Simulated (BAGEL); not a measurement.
# SiN2H6 (SMILES NN[SiH3]): HF/6-311+G(d,p) (density fitting with qzvpp-jkfit)

What is the vertical singlet–triplet gap of SiN2H6 at HF/6-311+G** (density fitting with qzvpp-jkfit)? 

The calculation is run with BAGEL 1.2.2.

1 further run of the same task is left out (set aside as unsound or not needed).

## (1) The system as given

SiN2H6: 9 atoms, total charge 0, spin state singlet. SMILES: `NN[SiH3]`. The shape is that of a PBE0-D4/def2-TZVP optimisation. This is one conformer, not always the lowest.

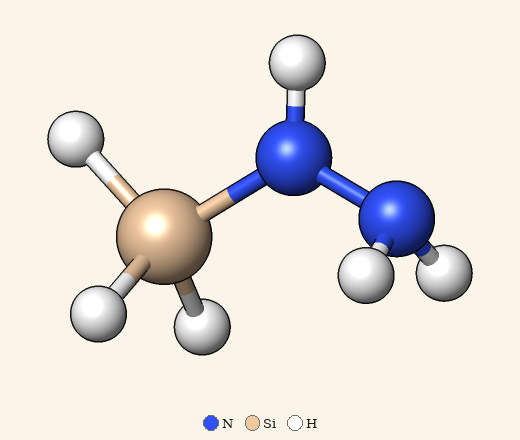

The structure, seen from a chosen angle (nitrogen blue, silicon light orange, hydrogen white).

## (2) A single-point energy at HF/6-311+G(d,p) (density fitting with qzvpp-jkfit)

File input.json:

```json
{ "bagel" : [

{
  "title" : "molecule",
  "basis" : "6-311+gss.json",
  "df_basis" : "qzvpp-jkfit",
  "angstrom" : "true",
  "geometry" : [
    { "atom" : "N", "xyz" : [      -0.558800,       0.925000,      -1.203100 ] },
    { "atom" : "N", "xyz" : [      -0.285500,       0.708200,       0.159700 ] },
    { "atom" : "Si", "xyz" : [       0.408400,      -0.736600,       0.767500 ] },
    { "atom" : "H", "xyz" : [       0.267900,       0.761300,      -1.767500 ] },
    { "atom" : "H", "xyz" : [      -1.290500,       0.297600,      -1.515600 ] },
    { "atom" : "H", "xyz" : [      -0.377500,       1.549300,       0.701800 ] },
    { "atom" : "H", "xyz" : [       1.729200,      -1.040000,       0.139600 ] },
    { "atom" : "H", "xyz" : [      -0.469800,      -1.907300,       0.484500 ] },
    { "atom" : "H", "xyz" : [       0.576500,      -0.557300,       2.233000 ] }
  ]
},

{
  "title" : "hf"
},

{
  "title" : "print",
  "file" : "orbitals.molden",
  "orbitals" : "true"
}

]}
```

The basis set 6-311+G** is read from a file made from the Basis Set Exchange's data (not shown).

On the command line:

```console
$ BAGEL_NUM_THREADS=1 BAGEL input.json > input.out
```

Log:

```text
* using 1 threads per process

  ===============================================================
  ===============================================================

  *** Geometry ***

  { "atom" : "N", "xyz" : [     -1.055979,      1.747997,     -2.273530 ] },
  { "atom" : "N", "xyz" : [     -0.539517,      1.338304,      0.301789 ] },
  { "atom" : "Si", "xyz" : [      0.771764,     -1.391972,      1.450365 ] },
  { "atom" : "H", "xyz" : [      0.506258,      1.438648,     -3.340091 ] },
  { "atom" : "H", "xyz" : [     -2.438692,      0.562382,     -2.864069 ] },
  { "atom" : "H", "xyz" : [     -0.713372,      2.927753,      1.326210 ] },
  { "atom" : "H", "xyz" : [      3.267714,     -1.965315,      0.263806 ] },
  { "atom" : "H", "xyz" : [     -0.887793,     -3.604275,      0.915572 ] },
  { "atom" : "H", "xyz" : [      1.089427,     -1.053144,      4.219758 ] },

  Number of auxiliary basis functions:      390

  Since a DF basis is specified, we compute 2- and 3-index integrals:
    o Being stored without compression. Storage requirement is 0.038 GB

  Number of basis functions:      110
  Number of electrons      :       34

    * METHOD: MOLECULE                             0.15

  *** RHF ***

  === Nuclear Repulsion ===
   117.1776554890

      * DIIS with orbital gradients will be used.

  === RHF iteration (6-311+gss.json) ===
      0       -400.96010861          0.03005315           0.05
      1       -401.18413014          0.02095370           0.05
      2       -401.33159336          0.00183197           0.05
      3       -401.33408572          0.00040300           0.05
      4       -401.33417344          0.00014596           0.05
      5       -401.33418603          0.00004437           0.05
      6       -401.33418762          0.00001352           0.05
      7       -401.33418781          0.00000323           0.04
      8       -401.33418782          0.00000151           0.04
      9       -401.33418782          0.00000048           0.04
     10       -401.33418782          0.00000011           0.04
     11       -401.33418782          0.00000005           0.04
     12       -401.33418782          0.00000002           0.04
     13       -401.33418782          0.00000000           0.04
    * SCF iteration converged.

    * Permanent dipole moment:
           (   -0.111460,     0.192421,     0.072914) a.u.

    * METHOD: HF                                   0.77

    * METHOD: PRINT                                0.02

  ===============================================================
```

It took 1.1 s on 1 thread of Arm Neoverse V2, shared host.

## (3) The triplet, same level

File calc.json:

```json
{ "bagel": [

{
  "title": "molecule",
  "basis": "6-311+gss.json",
  "df_basis": "qzvpp-jkfit",
  "angstrom": true,
  "geometry": [
    { "atom": "N", "xyz": [   -0.558800,    0.925000,   -1.203100 ] },
    { "atom": "N", "xyz": [   -0.285500,    0.708200,    0.159700 ] },
    { "atom": "Si", "xyz": [    0.408400,   -0.736600,    0.767500 ] },
    { "atom": "H", "xyz": [    0.267900,    0.761300,   -1.767500 ] },
    { "atom": "H", "xyz": [   -1.290500,    0.297600,   -1.515600 ] },
    { "atom": "H", "xyz": [   -0.377500,    1.549300,    0.701800 ] },
    { "atom": "H", "xyz": [    1.729200,   -1.040000,    0.139600 ] },
    { "atom": "H", "xyz": [   -0.469800,   -1.907300,    0.484500 ] },
    { "atom": "H", "xyz": [    0.576500,   -0.557300,    2.233000 ] }
  ]
},
{ "title": "uhf", "charge": 0, "nopen": 2 },
{ "title": "print", "file": "orbitals.molden", "orbitals": true }

]}
```

The basis set 6-311+G** is read from a file made from the Basis Set Exchange's data (not shown).

On the command line:

```console
$ BAGEL_NUM_THREADS=1 BAGEL calc.json > calc.out
```

Log:

```text
* using 1 threads per process

  ===============================================================
  ===============================================================

  *** Geometry ***

  { "atom" : "N", "xyz" : [     -1.055979,      1.747997,     -2.273530 ] },
  { "atom" : "N", "xyz" : [     -0.539517,      1.338304,      0.301789 ] },
  { "atom" : "Si", "xyz" : [      0.771764,     -1.391972,      1.450365 ] },
  { "atom" : "H", "xyz" : [      0.506258,      1.438648,     -3.340091 ] },
  { "atom" : "H", "xyz" : [     -2.438692,      0.562382,     -2.864069 ] },
  { "atom" : "H", "xyz" : [     -0.713372,      2.927753,      1.326210 ] },
  { "atom" : "H", "xyz" : [      3.267714,     -1.965315,      0.263806 ] },
  { "atom" : "H", "xyz" : [     -0.887793,     -3.604275,      0.915572 ] },
  { "atom" : "H", "xyz" : [      1.089427,     -1.053144,      4.219758 ] },

  Number of auxiliary basis functions:      390

  Since a DF basis is specified, we compute 2- and 3-index integrals:
    o Being stored without compression. Storage requirement is 0.038 GB

  Number of basis functions:      110
  Number of electrons      :       34

    * METHOD: MOLECULE                             0.15

  *** Open-shell HF ***

  === Nuclear Repulsion ===
   117.1776554890

      * DIIS with orbital gradients will be used.

  === UHF iteration (6-311+gss.json) ===
      0       -400.26059293          0.08003916           0.11
      1       -399.98381986          0.10471224           0.11
      2       -399.45394245          0.12052365           0.11
      3       -401.03858233          0.01883148           0.11
      4       -401.09158010          0.00647615           0.12
      5       -401.10230744          0.00301493           0.11
      6       -401.11449059          0.00165600           0.11
      7       -401.12272838          0.00145646           0.11
      8       -401.13238999          0.00125667           0.11
      9       -401.14252150          0.00066304           0.11
     10       -401.14320935          0.00049578           0.10
     11       -401.14424124          0.00038612           0.10
     12       -401.14454867          0.00010762           0.11
     13       -401.14457441          0.00007007           0.10
     14       -401.14458687          0.00003909           0.10
     15       -401.14459242          0.00002077           0.10
     16       -401.14459365          0.00001466           0.10
     17       -401.14459428          0.00000959           0.10
     18       -401.14459457          0.00000714           0.10
     19       -401.14459481          0.00000407           0.10
     20       -401.14459489          0.00000233           0.10
     21       -401.14459491          0.00000117           0.10
     22       -401.14459492          0.00000044           0.10
     23       -401.14459492          0.00000030           0.10
     24       -401.14459492          0.00000019           0.10
     25       -401.14459492          0.00000010           0.10
     26       -401.14459492          0.00000006           0.11
     27       -401.14459492          0.00000003           0.10
     28       -401.14459492          0.00000001           0.10
     29       -401.14459492          0.00000001           0.10
    * SCF iteration converged.

    * S^2 (UHF) is 2.0134

    * Permanent dipole moment:
           (    0.128486,     0.718606,     1.125984) a.u.

    * METHOD: UHF                                  3.29

    * METHOD: PRINT                                0.02

  ===============================================================
```

Run time: 3.9 s. Hardware: 1 thread of Arm Neoverse V2, shared host.

## (4) Outcome

At HF/6-311+G** (density fitting with qzvpp-jkfit):

| quantity | value |
| --- | --- |
| singlet: total energy | -401.33419 Eh |
| singlet: dipole moment | 0.59 D |
| singlet: HOMO energy | -10.47 eV |
| singlet: LUMO energy | 1.74 eV |
| singlet: HOMO–LUMO gap | 12.21 eV |
| triplet: total energy | -401.14459 Eh |
| triplet: dipole moment | 3.41 D |
| triplet: ⟨S²⟩ | 2.013 |
| vertical energy of the triplet above the singlet | 5.159 eV |

What this shows: At this shape the triplet lies 5.16 eV (119 kcal/mol) above the singlet.
